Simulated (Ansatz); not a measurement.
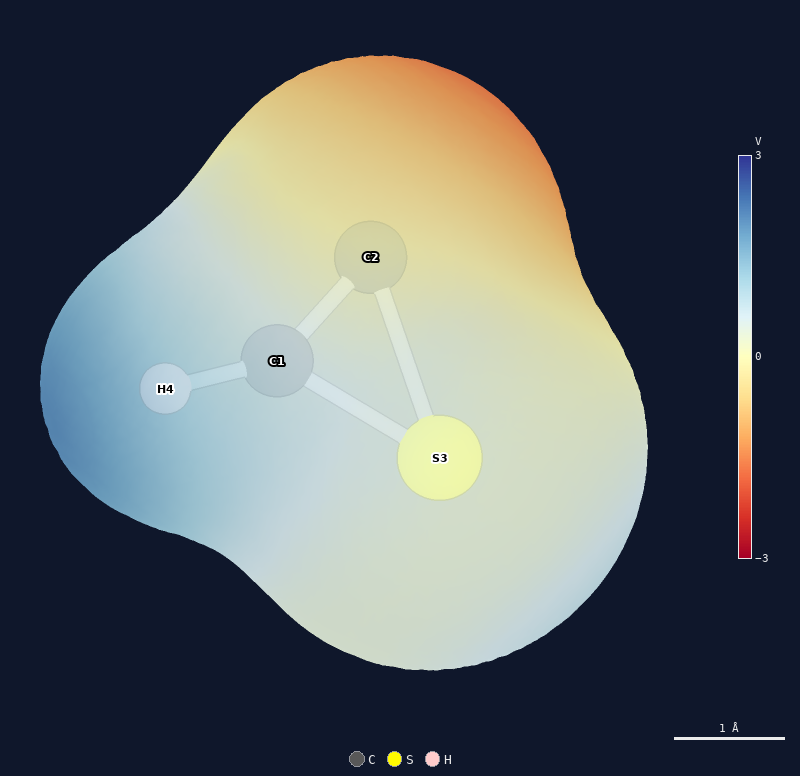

The picture shows: C$_{2}$HS (SMILES [C]1=CS1) (doublet). The electrostatic potential painted on the density surface at 0.002 e/bohr³, seen at a tilt; the colour scale runs from red (negative) to blue (positive).

Geometry: B3LYP-D3(BJ)/def2-SVP.

All numbers below come from isolated molecule in a Gaussian basis; Kohn-Sham density functional theory, functional PBE0 (Ansatz).

Input file:

```
crystal:
  periodic: [false, false, false]
  atoms:
    - {symbol: C, position_ang: [-0.166550, 0.426185, 0.308843]}
    - {symbol: C, position_ang: [-0.412665, 1.680301, -0.086913]}
    - {symbol: S, position_ang: [0.774205, 0.536802, -1.135230]}
    - {symbol: H, position_ang: [-0.347211, -0.356588, 1.045289]}
basis:
  gaussian:
    orbitals: def2-TZVPD
magnetization:
  spin_polarized: true
  initial_magnetization: 1
output: {forces: true, orbitals: {seedname: orbitals}}
hamiltonian:
  xc: pbe0
```

Run with:

```sh
ansatz run input.yaml --threads 1 --pin off --max-ram 2610MiB --events-out events.jsonl --progress --plain --runs-dir runs
```

Question: Describe the electrostatic potential map.

Answer: The most negative region (about −1.7 V) lies over C2, the most positive (about +2.0 V) over H4.

Question: How polar is the molecule by this calculation?

Answer: Its dipole moment is 2.60 D.
